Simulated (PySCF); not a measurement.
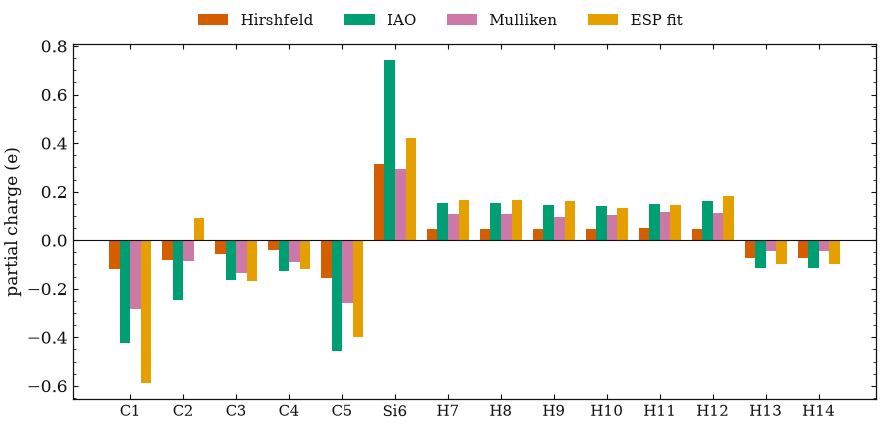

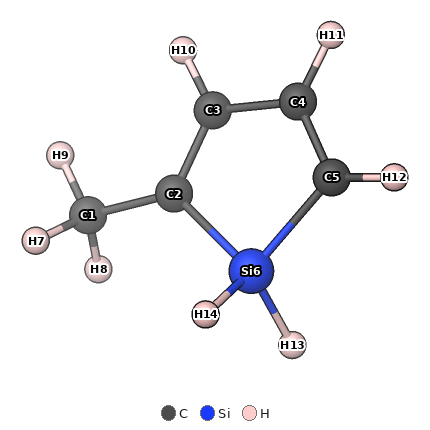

Atomic charges of C₅H₈Si, SMILES CC1=CC=C[SiH2]1 by 4 schemes, PBE0/cc-pVTZ in PySCF 2.14.0, at a PBE0-D3(BJ)/def2-SVP geometry (no frequency check).

Which scheme gives the smallest charges overall?

Answer. Hirshfeld: mean absolute charge Hirshfeld 0.09, Mulliken 0.13, ESP fit 0.21, IAO 0.23 e.

On which atom do the schemes disagree most?

Answer. On C1: Hirshfeld −0.12, IAO −0.42, Mulliken −0.28, ESP fit −0.59 e.
